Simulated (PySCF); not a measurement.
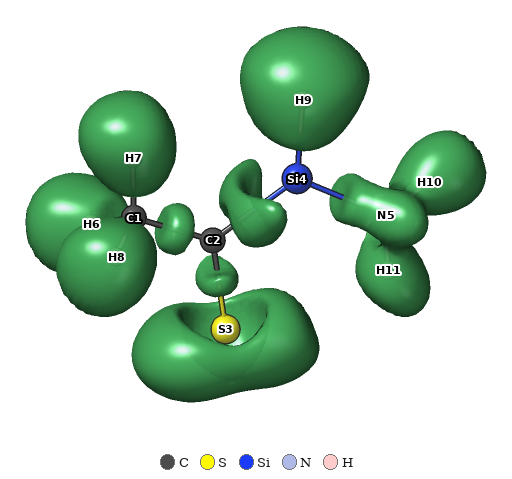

Figure. C2H6NSSi (SMILES CC(=S)[SiH]N) (doublet). Isosurface of the electron localisation function at 0.8 (green), seen at a tilt. Only the valence region is drawn (cores and ρ < 0.01 e/Å³ removed).

Geometry: GFN2-xTB.

These are results of PySCF 2.14.0, density-fitted response routines, UKS B3LYP, pcH-1 on C H N S Si, non-relativistic, mean-field spin-orbit, GIAO, not measurements.

```yaml
atoms:
  - { symbol: C, position_ang: [-1.9908, 0.0416, -0.0136] }
  - { symbol: C, position_ang: [-0.5683, -0.2888, -0.3542] }
  - { symbol: S, position_ang: [-0.2486, -1.4449, -1.5519] }
  - { symbol: Si, position_ang: [0.8557, 0.4562, 0.4697] }
  - { symbol: N, position_ang: [2.4109, -0.1386, 0.1275] }
  - { symbol: H, position_ang: [-2.5278, 0.3509, -0.9112] }
  - { symbol: H, position_ang: [-2.0550, 0.8343, 0.7302] }
  - { symbol: H, position_ang: [-2.4966, -0.8447, 0.3724] }
  - { symbol: H, position_ang: [0.8851, 1.5003, 1.4728] }
  - { symbol: H, position_ang: [3.2432, 0.4247, 0.1751] }
  - { symbol: H, position_ang: [2.4976, -0.8883, -0.5426] }
```

Q: Where are the electrons localised?

A: The ELF exceeds this value in one region between bonded C–C atoms (shared pairs), one region between bonded C–S atoms (shared pairs), one region between bonded C–Si atoms (shared pairs), four regions around hydrogen nuclei, one ring or bowl of non-bonding electrons around S and one joined region spread over several atoms (H, N), in which their bonds and any lone pairs are merged. Along the contacts the grid gives the following. C–C (1.50 Å): the ELF peaks at about 0.95 between the atoms; localised, covalent bonding. C–S (1.70 Å): the ELF peaks at about 0.90 between the atoms (localised, covalent bonding).
